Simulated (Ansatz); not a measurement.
C₄H₉BF₂ (SMILES CC(C)(C)B(F)F)

| atom | x (Å) | y (Å) | z (Å) |
| --- | --- | --- | --- |
| C | 0.2843 | 0.7746 | 1.2766 |
| C | 0.0318 | 0.0581 | -0.0504 |
| C | 1.1311 | -0.9687 | -0.3151 |
| C | -1.3288 | -0.6598 | 0.0170 |
| B | -0.0875 | 1.0892 | -1.2295 |
| F | -0.6502 | 2.2766 | -1.0658 |
| F | 0.3150 | 0.8132 | -2.4598 |
| H | 0.2927 | 0.0506 | 2.0978 |
| H | -0.4897 | 1.5151 | 1.4887 |
| H | 1.2493 | 1.2887 | 1.2802 |
| H | 0.9701 | -1.4984 | -1.2565 |
| H | 1.1548 | -1.7107 | 0.4893 |
| H | 2.1176 | -0.4999 | -0.3623 |
| H | -1.5518 | -1.1974 | -0.9088 |
| H | -1.3149 | -1.3927 | 0.8303 |
| H | -2.1467 | 0.0386 | 0.2127 |

Geometry: PBE0-D4/def2-TZVP.

These are results of Ansatz, RKS PBE0-D4/def2-TZVPP, not measurements.

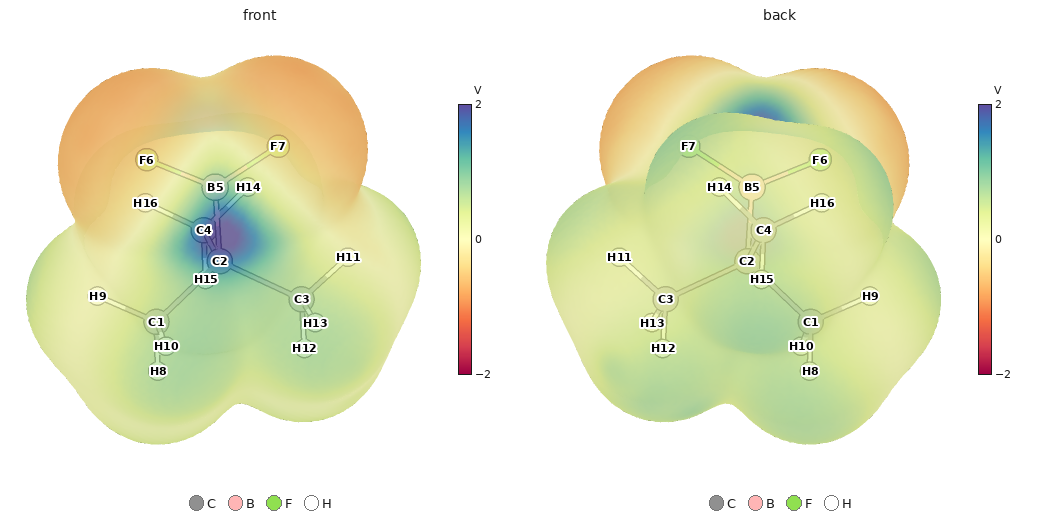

Figure 1. The electrostatic potential painted on the density surface at 0.002 e/bohr³, seen from the front and from behind; the colour scale runs from red (negative) to blue (positive).

> Where is the surface potential most negative and most positive?

The most negative region (about −0.8 V, or −18 kcal/mol for a unit charge) lies over F6 and F7, the most positive (about +1.9 V, or +44 kcal/mol for a unit charge) over B5.

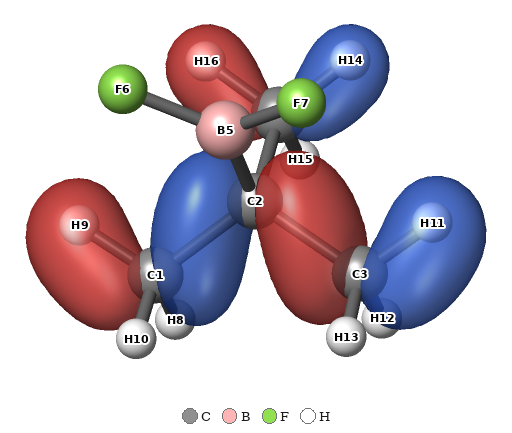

Figure 2. The HOMO−1 at ±0.15 Å⁻³ᐟ² (red and blue are the two phases), seen at a tilt.

> Where does this orbital lie, and at what energy?

Its weight (Hirshfeld) is mainly on C2 (about 20 %), C3 (about 20 %), C1 (about 20 %), H9 (about 10 %), H11 (about 10 %) and C4 (about 5 %). Its energy is −9.55 eV.

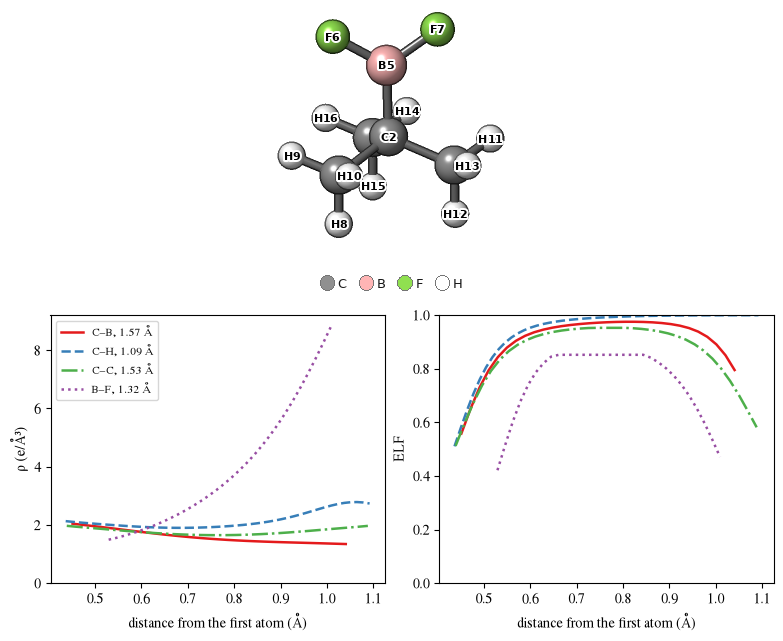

Figure 3. Total electron density and ELF along straight lines between neighbouring atoms. The curves leave out the atomic cores. The structure is drawn too.

> What can be read from the curves?

C–B (1.57 Å): ρ at the midpoint is about 1.5 e/Å³; the ELF peaks at about 1 between the atoms (localised, covalent bonding).
C–H (1.09 Å): ρ at the midpoint is about 2 e/Å³; the ELF climbs to about 1 towards the hydrogen, as it does in any bond to H; a covalent bond by its length.
C–C (1.53 Å): the density is about 1.6 e/Å³ at the midpoint; the ELF peaks at about 0.95 between the atoms (a covalent bond).
B–F (1.32 Å): the density is about 2.2 e/Å³ at the midpoint; the ELF peaks at about 0.85 between the atoms: a shared but strongly polarised pair.

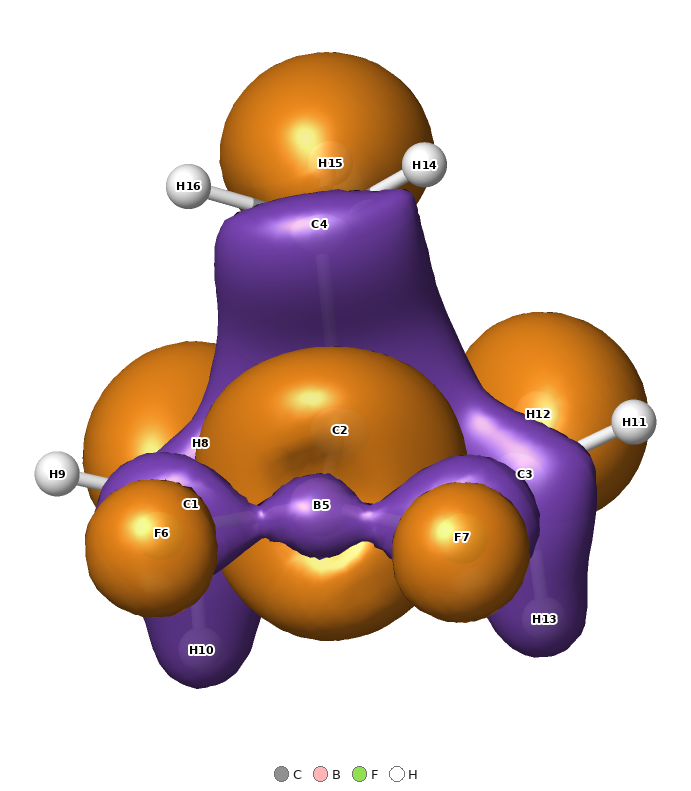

Figure 4. The HOMO at ±0.1 Å⁻³ᐟ² (orange and purple are the two phases), seen from one side.

> What is the character of this orbital?

It lies mainly on C2 (about 25 %), B5 (about 15 %), C4 (about 10 %), C1 (about 10 %) and C3 (about 10 %). Its energy is −8.73 eV.
